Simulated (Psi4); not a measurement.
**Si2 (disilicon): a chain of runs**

Wanted: a structure relaxation (UCAM-B3LYP/cc-pVDZ), then the harmonic vibrations, then the energy (UMP2/cc-pVTZ), then the vertical excitations (TD-CAM-B3LYP/cc-pVDZ) of Si2 (disilicon). 

The results are computed with Psi4 1.11.

## (1) The system as given

Si2 has 2 atoms, charge 0, and is taken as a triplet. As SMILES, `[Si]=[Si]`. The shape is that of a GFN2-xTB optimisation. The run starts from this shape.

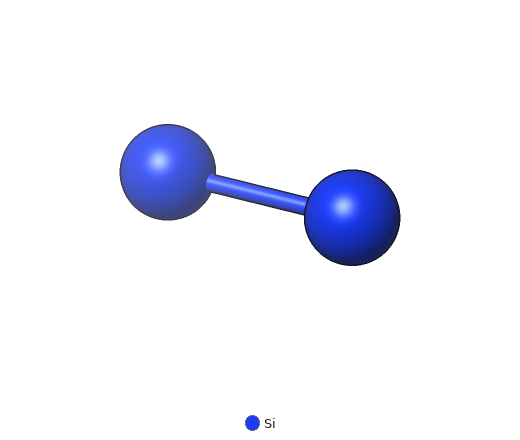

The structure, seen from a chosen angle (silicon blue).

## (2) A structure relaxation at UCAM-B3LYP/cc-pVDZ (density fitting) (run 1)

The input, run.py:

```python
import psi4

psi4.set_memory('1600 MB')
psi4.set_num_threads(1)
psi4.set_output_file('run.log', False)

geom = psi4.geometry("""
0 3
Si     0.000000     0.000000     0.000000
Si     0.000000     0.000000     2.174210
""")

psi4.set_options({
    'basis': 'cc-pVDZ',
    'reference': 'uks',
    'geom_maxiter': 60,
})

result = psi4.optimize('cam-b3lyp', molecule=geom)
print(f'cam-b3lyp energy: {result:.10f} Eh')
print(geom.to_string(dtype='xyz', units='Angstrom'))
```

The run is started by

```sh
$ python run.py
```

run.log:

```text
[...]
  Running in d2h symmetry.
[...]
  Nuclear repulsion =   47.704100933819646
[...]
  Multiplicity = 3
[...]
  Nalpha       = 15
  Nbeta        = 13
[...]
    Number of basis functions: 36
[...]
   @DF-UKS iter   0:  -578.85249812022232   -5.78852e+02   1.74277e-03
[...]
   @DF-UKS iter   7:  -578.84696063285980    1.13687e-13   2.12216e-09 DIIS
[...]
   @S^2 Observed:                2.006801073E+00
[...]
  @DF-UKS Final Energy:  -578.84696063285980
   => Energetics <=
    Nuclear Repulsion Energy =             48.1798192237111564
    One-Electron Energy =                -897.6527141884705543
    Two-Electron Energy =                 302.3824763020248270
    DFT Exchange-Correlation Energy =     -31.7565419701253084
    Empirical Dispersion Energy =           0.0000000000000000
    VV10 Nonlocal Energy =                  0.0000000000000000
    Total Energy =                       -578.8469606328598047
[...]
  -Total Gradient:
     Atom            X                  Y                   Z
    ------   -----------------  -----------------  -----------------
       1        0.000000000000     0.000000000000     0.000054773688
       2       -0.000000000000     0.000000000000    -0.000054773688
[...]
    Final optimized geometry and variables:
    Molecular point group: d2h
    Full point group: D_inf_h
    Geometry (in Angstrom), charge = 0, multiplicity = 3:
    SI           0.000000000000     0.000000000000    -1.076371133832
    SI           0.000000000000     0.000000000000     1.076371133832
```

Standard output:

```text
Optimizer: Optimization complete!
cam-b3lyp energy: -578.8469606329 Eh
2
0 3 Si2
Si                    0.000000000000     0.000000000000    -1.076371133832
Si                    0.000000000000     0.000000000000     1.076371133832
```

Wall time 6.9 s (1 thread of Intel Xeon 6975P-C (Granite Rapids), shared host); peak memory 0.34 GiB.

## (3) Vibrational wavenumbers at UCAM-B3LYP/cc-pVDZ (density fitting) (run 2)

The input, job.dat:

```
memory 1600 mb

molecule {
  0 3
  Si     0.000000     0.000000     0.010734
  Si     0.000000     0.000000     2.163476
}

set {
  basis cc-pVDZ
  reference uks
  t 400.0
}

frequencies('cam-b3lyp')
```

The run is started by

```sh
$ psi4 -i job.dat -o job.out -n 1
```

job.out:

```text
[...]
  Running in d2h symmetry.
[...]
  Nuclear repulsion =   48.179825214224465
[...]
  Multiplicity = 3
[...]
  Nalpha       = 15
  Nbeta        = 13
[...]
    Number of basis functions: 36
[...]
   @DF-UKS iter   1:  -578.81764465058359   -5.50802e-01   1.07305e-02 DIIS/ADIIS
[...]
  Running in c2h symmetry.
[...]
   @DF-UKS iter  10:  -578.84696063284855   -2.27374e-13   1.62439e-09 DIIS
[...]
   @S^2 Observed:                2.006801074E+00
[...]
  @DF-UKS Final Energy:  -578.84696063284855
   => Energetics <=
    Nuclear Repulsion Energy =             48.1798226127265039
    One-Electron Energy =                -897.6527208780159981
    Two-Electron Energy =                 302.3824796273935362
    DFT Exchange-Correlation Energy =     -31.7565419949526593
    Empirical Dispersion Energy =           0.0000000000000000
    VV10 Nonlocal Energy =                  0.0000000000000000
    Total Energy =                       -578.8469606328485497
[...]
  -Total Gradient:
     Atom            X                  Y                   Z
    ------   -----------------  -----------------  -----------------
       1        0.000000000000     0.000000018016     0.000054824050
       2       -0.000000000000    -0.000000018016    -0.000054824050
[...]
  ==> Harmonic Vibrational Analysis <==
[...]
  Freq [cm^-1]                 576.7304
[...]
  IR activ [km/mol]             0.0000
[...]
  Total E_0, Enthalpy at 0 [K]                                                         -578.84564674 [Eh]
[...]
  Total H, Enthalpy at  400.00 [K]                                                     -578.84083567 [Eh]
[...]
  Total G, Gibbs energy at  400.00 [K]                                                 -578.87714368 [Eh]
[...]
```

The script printed:

```text
Warning: used thermodynamics relations inappropriate for low-frequency modes: ['576.7304']
```

Wall time 12 s (1 thread of Intel Xeon 6975P-C (Granite Rapids), shared host); peak memory 0.33 GiB.

## (4) The energy at UMP2/cc-pVTZ (density fitting, density fitting for correlation) (run 3)

The input, input.inp:

```
memory 1.6 GB

molecule {
  0 3
  Si     0.000000     0.000000     0.010734
  Si     0.000000     0.000000     2.163476
  symmetry c1
}

set globals {
  basis cc-pVTZ
  reference uhf
  freeze_core true
}

energy('mp2')
```

The run is started by

```sh
$ psi4 -i input.inp -o input.out -n 1
```

input.out:

```text
[...]
  Running in c1 symmetry.
[...]
  Nuclear repulsion =   48.179825214224465
[...]
  Multiplicity = 3
[...]
  Nalpha       = 15
  Nbeta        = 13
[...]
    Number of basis functions: 68
[...]
   @DF-UHF iter   1:  -577.73098253295996   -7.49723e-01   2.62721e-03 ADIIS/DIIS
[...]
   @DF-UHF iter  11:  -577.75824341084513   -1.70530e-11   9.05537e-09 DIIS
[...]
   @S^2 Observed:                2.027505155E+00
[...]
  @DF-UHF Final Energy:  -577.75824341084513
   => Energetics <=
    Nuclear Repulsion Energy =             48.1798252142244650
    One-Electron Energy =                -897.3956407669993496
    Two-Electron Energy =                 271.4575721419296315
    Total Energy =                       -577.7582434108452389
  UHF NO Occupations:
  HONO-2 :   13  A 1.9903887
  HONO-1 :   14  A 1.0000000
[...]
 Multipole Moments:
 ------------------------------------------------------------------------------------
     Multipole            Electronic (a.u.)      Nuclear  (a.u.)        Total (a.u.)
 ------------------------------------------------------------------------------------
 L = 1.  Multiply by 2.5417464519 to convert [e a0] to [Debye]
 Dipole X            :          0.0000000            0.0000000            0.0000000
 Dipole Y            :          0.0000000            0.0000000            0.0000000
 Dipole Z            :         -0.0000000            0.0000000           -0.0000000
 Magnitude           :                                                    0.0000000
[...]
```

Wall time 2.1 s (1 thread of Intel Xeon 6975P-C (Granite Rapids), shared host); peak memory 0.28 GiB.

## (5) The excited states at TD-CAM-B3LYP/cc-pVDZ (density fitting, save jk yes) (run 4)

The input, job.py:

```python
import psi4

psi4.set_memory('1600 MB')
psi4.set_num_threads(1)
psi4.set_output_file('run.log', False)

geom = psi4.geometry("""
0 3
Si     0.000000     0.000000     0.010734
Si     0.000000     0.000000     2.163476
units angstrom
symmetry c1
""")

psi4.set_options(dict(basis='cc-pVDZ', reference='uks', save_jk=True))

from psi4.driver.procrouting.response.scf_response import tdscf_excitations
E, wfn = psi4.energy('cam-b3lyp', return_wfn=True)
states = tdscf_excitations(wfn, states=6, tda=False)
for k, s in enumerate(states, 1):
    print(f"root {k}: {s['EXCITATION ENERGY'] * 27.211386:.4f} eV  f = {s['OSCILLATOR STRENGTH (LEN)']:.4f}  {s['SYMMETRY']}")
print('E =', round(E, 9))
for k, v in sorted(psi4.core.scalar_variables().items()):
    print(f'{k:45s} {v:18.10f}')
```

The run is started by

```sh
$ python job.py
```

run.log:

```text
h
    h
    h

    -----------------------------------------------------------------------

    Memory:     1.5 GiB
    Threads:    1
                ecpint, einsums, f̶o̶r̶t̶e̶, gauxc, gcp, g̶d̶m̶a̶, geometric, g̶p̶u̶_̶d̶f̶c̶c̶,
                i̶n̶t̶e̶g̶r̶a̶t̶o̶r̶x̶x̶, i̶p̶i̶, libefp, m̶d̶i̶, m̶p̶2̶d̶, m̶r̶c̶c̶, ooo,
                o̶p̶e̶n̶f̶e̶r̶m̶i̶o̶n̶p̶s̶i̶4̶, pcmsolver, p̶s̶i̶4̶f̶o̶c̶k̶c̶i̶, p̶s̶i̶x̶a̶s̶,
                p̶y̶e̶i̶n̶s̶u̶m̶s̶, r̶e̶s̶p̶, s̶i̶m̶i̶n̶t̶, s̶n̶s̶m̶p̶2̶,
                v̶2̶r̶d̶m̶_̶c̶a̶s̶s̶c̶f̶

[... 108 lines left out ...]
    Weights Tolerance      =       1.00E-15
[... 62 lines left out ...]
   @DF-UKS iter   5:  -578.84695980470599   -1.58075e-05   1.51498e-05 DIIS
[... 14 lines left out ...]
   @S   Expected:                1.000000000E+00
[... 53 lines left out ...]
    DFT Exchange-Correlation Energy =     -31.7565431774881759
[... 36 lines left out ...]
**********                               WARNING                                **********
[... 10 lines left out ...]
  ==> Options <==

     Residual threshold  : 1.0000e-04
     Initial guess       : denominators
     Reference           : UHF
     Solver type         : RPA (Hamiltonian)

  ==> Requested Excitations <==

      6 singlet states with A symmetry

  ==> Seeking the lowest 6 singlet states with A symmetry

                        Generalized Hamiltonian Solver

  ==> Options <==

    Max number of iterations        = 60
    Eigenvector tolerance           = 1.0000e-04
    Max number of expansion vectors = 1200

  => Iterations <=
                              Max[D[value]]     Max[|R|]   # vectors
```

Standard output:

```text
Traceback (most recent call last):
  File "job.py", line 19, in <module>
    states = tdscf_excitations(wfn, states=6, tda=False)
RuntimeError: The H2 matrix is not Positive Definite. This means the reference state is not stable.
```

Run time: 3.3 s. Hardware: 1 thread of Intel Xeon 6975P-C (Granite Rapids), shared host; peak memory 0.29 GiB.

The run ended with an error.

## (6) Summary of results

```
                   quantity                                                                value
  run 1, UCAM-B3LYP/cc-pVDZ  no result (a known fault or a wrong state: its values are left out)
  run 2, UCAM-B3LYP/cc-pVDZ  no result (a known fault or a wrong state: its values are left out)
        run 3, UMP2/cc-pVTZ  no result (a known fault or a wrong state: its values are left out)
run 4, TD-CAM-B3LYP/cc-pVDZ                                                  no result (crashed)
```

1 of the 4 runs did not end normally. 3 of the 4 runs ended normally but are set aside, since settings or state are in doubt.
